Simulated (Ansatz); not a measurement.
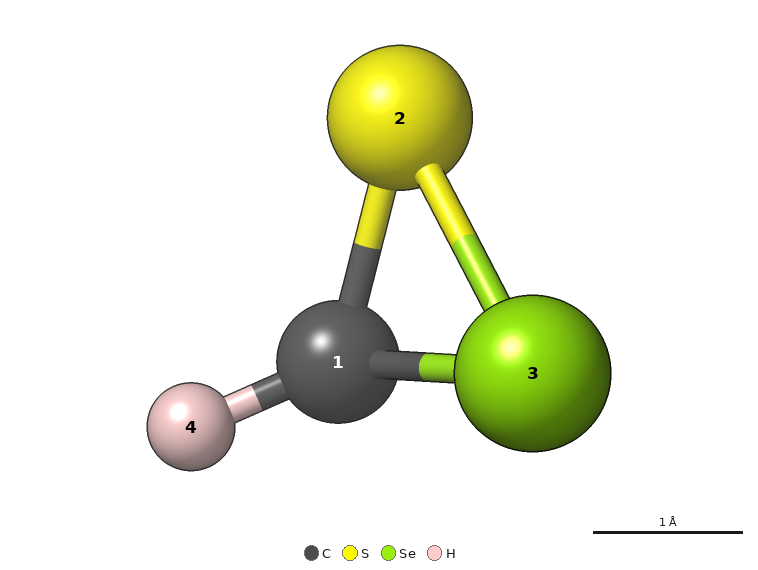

Orthographic view with a scale bar. The species is neutral and a spin doublet. The computed structure is the end point of a PBE0-D4/def2-TZVP optimisation. No frequency run is at hand to confirm it as a minimum.

Give an XYZ file in the frame of the picture: x to the right, y up, z towards the viewer, origin at the mean of the atomic positions.

```xyz
4
CHSSe
C   -0.18  -0.28  -0.41
S    0.23   1.36  -0.17
Se   1.13  -0.36   0.95
H   -1.17  -0.72  -0.38
```
